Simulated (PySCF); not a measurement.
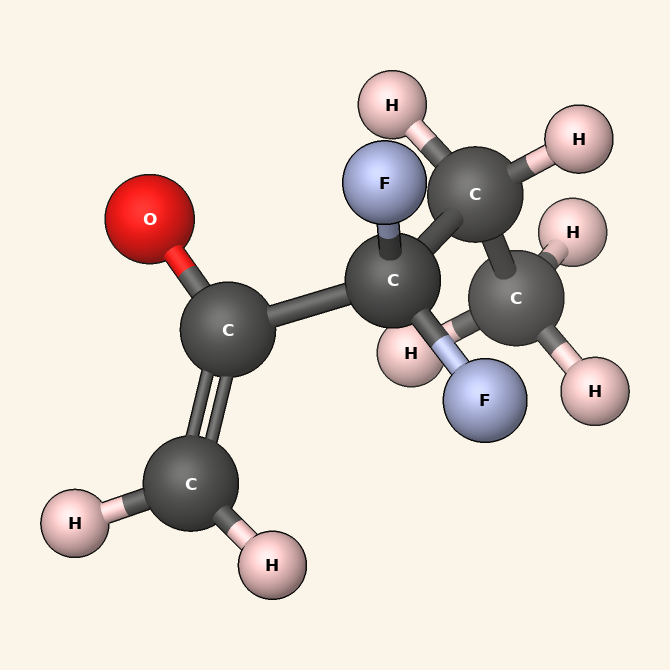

Rendered structure (ball-and-stick style).

State: charge −1, singlet. The geometry was computed by an optimisation with PBE0-D3(BJ)/def2-SVP. No frequency run is at hand to confirm it as a minimum.

> Which formula does it have?

C5H7F2O(-), 15 atoms: 5 carbon, 7 hydrogen, 2 fluorine and 1 oxygen.

> Give the symmetry (Schoenflies symbol).

C1.

More results for the same structure follow; atom numbers are the same in all pictures, views and colours differ.

**Shape**

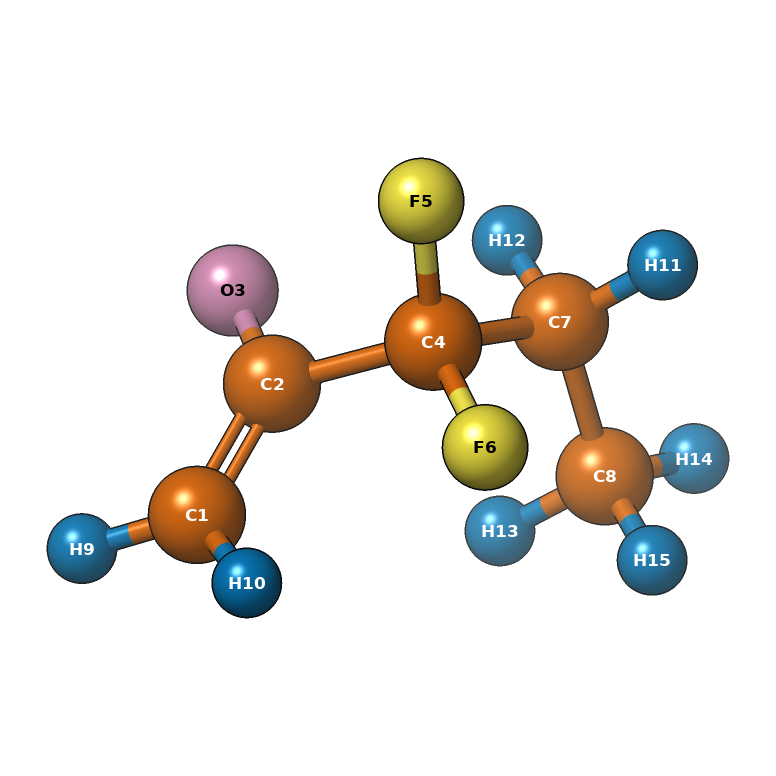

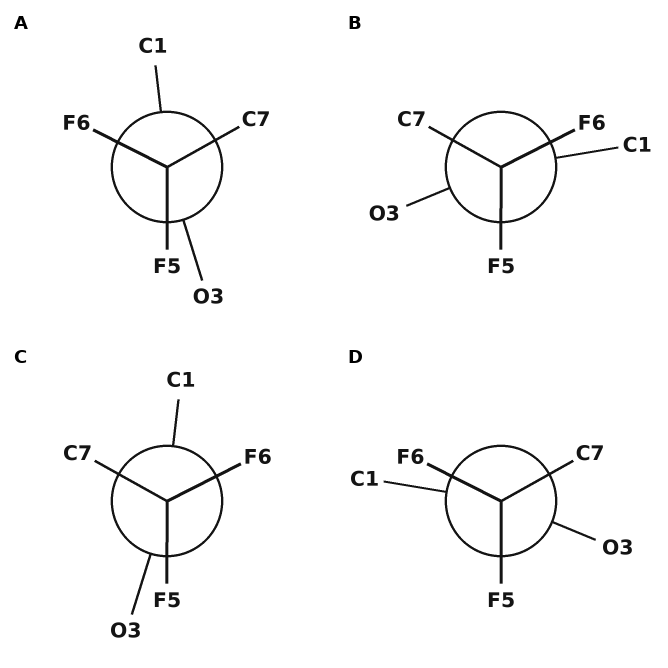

Depth is shown by fading: the farther an atom, the more it takes the colour of the background. Bonds that would overlap in a projection are set slightly apart. No frequency run is at hand to confirm it as a minimum.

> Which Newman projection shows the view along C4–C2, with C4 in front?

B. The torsion angle F5–C4–C2–O3 is 68°, synclinal (gauche).

**Charges**

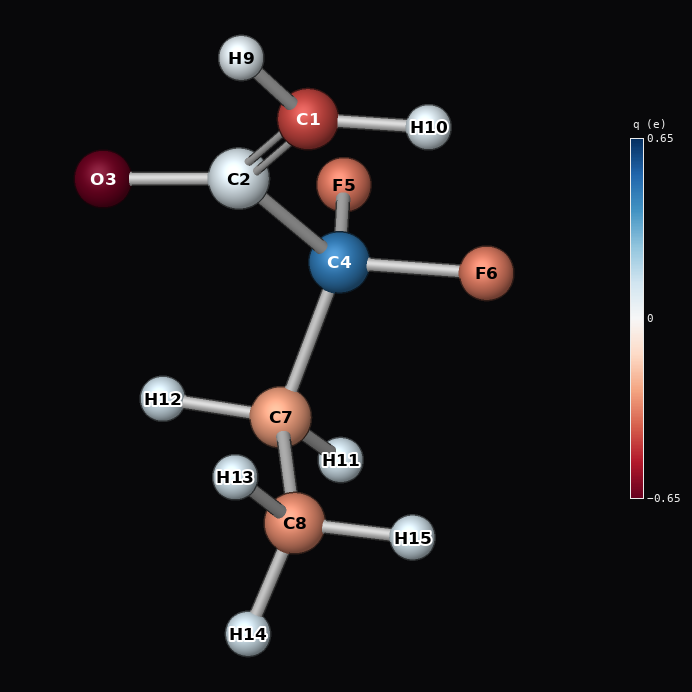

Atoms are coloured by their Mulliken charges. No frequency run is at hand to confirm it as a minimum. Properties computed with PBE0/pcSseg-1 in acetonitrile (IEF-PCM) (PySCF 2.14.0).

> Which atom carries the highest charge (most positive or least negative)?

C4 (0.46 e).

> And the lowest?

O3 (−0.64 e).

Give the Mulliken charges atom by atom.

| atom | value (e) |
| --- | --- |
| C1 | −0.43 |
| C2 | 0.08 |
| O3 | −0.64 |
| C4 | 0.46 |
| F5 | −0.34 |
| F6 | −0.33 |
| C7 | −0.27 |
| C8 | −0.30 |
| H9 | 0.07 |
| H10 | 0.09 |
| H11 | 0.12 |
| H12 | 0.12 |
| H13 | 0.12 |
| H14 | 0.13 |
| H15 | 0.12 |

**Electronic properties**

No frequency run is at hand to confirm it as a minimum. Method: CAM-B3LYP/def2-SVPD in acetonitrile (IEF-PCM) (PySCF 2.14.0). Excitations: vertical, linear response.

> Estimate the brightest of the 6 lowest singlets.

5.59 eV.

> Give the mean static polarisability at this level.

102.9 bohr³.

> What is the lowest vertical singlet excitation?

5.17 eV.

> Estimate the HOMO energy (Kohn–Sham orbital).

−6.38 eV.

**NMR shielding**

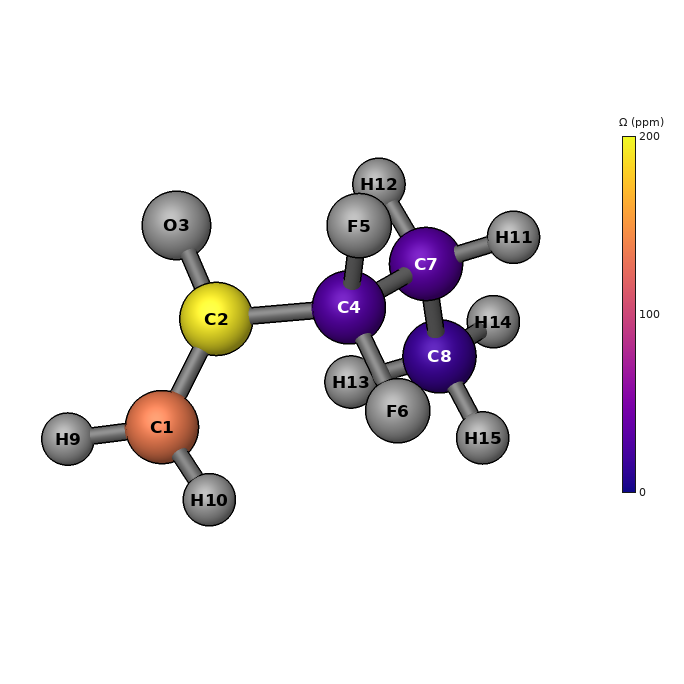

The C atoms are coloured by the span of their shielding tensor. No frequency run is at hand to confirm it as a minimum. Properties computed with GIAO PBE0/pcSseg-1 NMR shielding, non-relativistic, IEF-PCM acetonitrile (PySCF 2.14.0). Principal shieldings σ11 ≤ σ22 ≤ σ33, span Ω = σ33 − σ11, skew κ = 3(σiso − σ22)/Ω.

> Which C atom has the most anisotropic shielding?

C2, with a span of 193 ppm.

Give the shielding tensors of the C atoms.

| atom | σ11 | σ22 | σ33 | σiso | Ω | κ |
| --- | --- | --- | --- | --- | --- | --- |
| C1 | 41.9 | 157.6 | 177.2 | 125.6 | 135.4 | −0.71 |
| C2 | −95.5 | 35.5 | 97.3 | 12.4 | 192.8 | −0.36 |
| C4 | 40.8 | 55.7 | 69.7 | 55.4 | 28.9 | −0.03 |
| C7 | 138.3 | 153.5 | 171.0 | 154.3 | 32.7 | 0.07 |
| C8 | 166.9 | 172.5 | 185.2 | 174.8 | 18.3 | 0.39 |

Shieldings and span in ppm.

Mulliken values depend strongly on the basis set and can even reverse the polarity of a bond.
